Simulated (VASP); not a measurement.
Band structure of NiO (rock salt, AFM-II order). Computed with RPBE GGA, VASP's PBE PAW potentials (set 64) (plane waves; VASP).

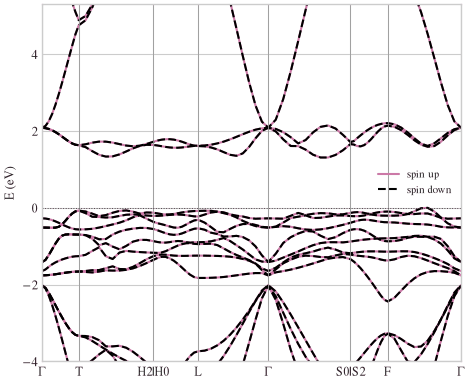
Figure: Bands along high-symmetry lines, zero at the valence-band maximum or, without a gap, the Fermi level

Task: Read the plot: is there a gap, and where are the band edges?

Result: The gap is indirect, 1.31 eV, from the valence maximum at F-Γ at 0.55 to the conduction minimum at Γ-S0 at 0.73. (Edges off the drawn lines would not show.)

The compound is NiO in the rock salt, AFM-II order structure. It was relaxed first.
